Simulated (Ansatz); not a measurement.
## Single-point calculation of PtF2

PtF2, computed with RKS SPW92/def2-mTZVPP (Ansatz 0.2.0).

The geometry comes from this level: PBE-D4/def2-TZVP. Figures and captions count atoms from 1; the log counts them from 0 in places.

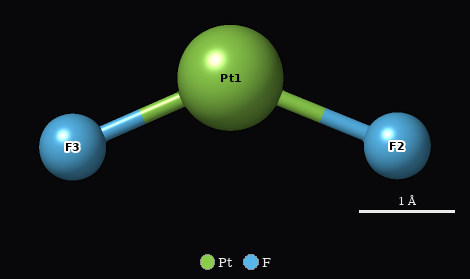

*The input geometry (ball-and-stick view, seen on its broad side; atoms are numbered from 1 in the order of the input). Sticks mark near contacts.*

Bond lengths as drawn: F–Pt 1.82 to 1.90 Å.

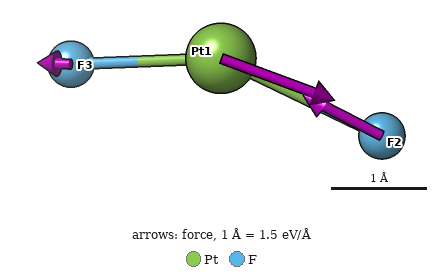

*Forces on the atoms as pink arrows (ball-and-stick view, seen at a tilt; atoms are numbered from 1 in the order of the input).*

The largest act on Pt1 (1.93 eV/Å); F2 (1.44 eV/Å); F3 (0.61 eV/Å). The geometry is not a stationary point of this energy.

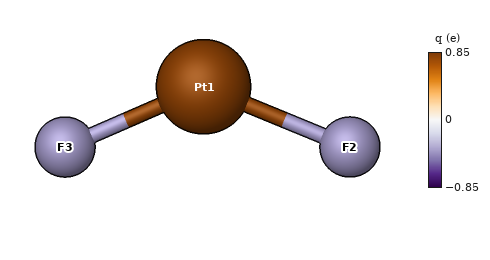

*Mulliken charges, as the colour of each atom (ball-and-stick view, seen at a tilt; atoms are numbered from 1 in the order of the input).*

By element: Pt +0.81 and F −0.40 e.

The input and output of the run follow.

## Input
```yaml
crystal:
  periodic: [false, false, false]
  atoms:
    - {symbol: Pt, position_ang: [0.444547, 0.035559, 0.262024]}
    - {symbol: F, position_ang: [0.416176, -1.233373, -1.149680]}
    - {symbol: F, position_ang: [-0.750387, 1.243160, 0.900993]}
basis:
  gaussian: {orbitals: def2-mTZVPP}
hamiltonian: {xc: {name: SPW92}, pseudopotentials: {relativity: scalar}}
output: {forces: true}
```

Run as:
```bash
ansatz run in.yaml --threads 4 --pin off --events-out ev --progress --plain --max-ram 3916MiB
```

## The program's output
```
Functional definition: SPW92
  name "SPW92"
  cite "Dirac, Proc. Camb. Phil. Soc. 26, 376 (1930) doi:10.1017/S0305004100016108"
  cite "Slater, Phys. Rev. 81, 385 (1951) doi:10.1103/PhysRev.81.385"
  cite "Perdew & Wang, Phys. Rev. B 45, 13244 (1992) doi:10.1103/PhysRevB.45.13244"
  exchange = slater_x
  correlation = pw_c
653 factors; their error is unknown
mean field evaluation 1: about -8643.3910 eV, gradient 4.6e1 eV
mean field evaluation 2: about -8581.9871 eV, gradient 1.8e2 eV
mean field evaluation 4: about -8644.7040 eV, gradient 3.5e1 eV
mean field evaluation 8: about -8646.8392 eV, gradient 1.9e0 eV
mean field evaluation 16: about -8646.8396 eV, gradient 7.5e-2 eV
mean field evaluation 32: about -8644.1864 eV, gradient 8.6e0 eV
mean field evaluation 64: about -8646.7798 eV, gradient 1.7e0 eV
mean field -8646.83966312 eV, -317.7654965813 hartree, gradient 2.4e-5 eV, S^2 0.000000; 6 other end points of the search recorded, 0 dependent functions left out
the calculation of the forces begins
reference -8646.83969623 eV, -317.7654977981 hartree; 18, 18 occupied and 66, 66 virtual orbitals, 653 factors
Total energy: -8646.83969623 eV, -317.7654977981 hartree
Relativity: scalar
Atom 0 at     0.444547     0.035559     0.262024 Å, force     0.270698    -1.362914    -1.342622 eV/Å
Atom 1 at     0.416176    -1.233373    -1.149680 Å, force     0.081214     0.943428     1.084239 eV/Å
Atom 2 at    -0.750387     1.243160     0.900993 Å, force    -0.351912     0.419486     0.258382 eV/Å
Dipole moment:     0.206574     0.056278     0.180984 e Å
```

## Results in brief

| quantity | value |
| --- | --- |
| outcome | converged |
| total energy | −8646.8397 eV |
| SCF solution under orbital rotations | stable |
| largest force (length of the vector) | 1.932 eV/Å |
| dipole moment | 1.35 D |
| hardware | 4 threads of Intel Xeon, 11 GiB of memory available, shared host |
| wall time | 0.85 s (CPU time 2.6 s) |
| peak memory | 0.26 GiB |
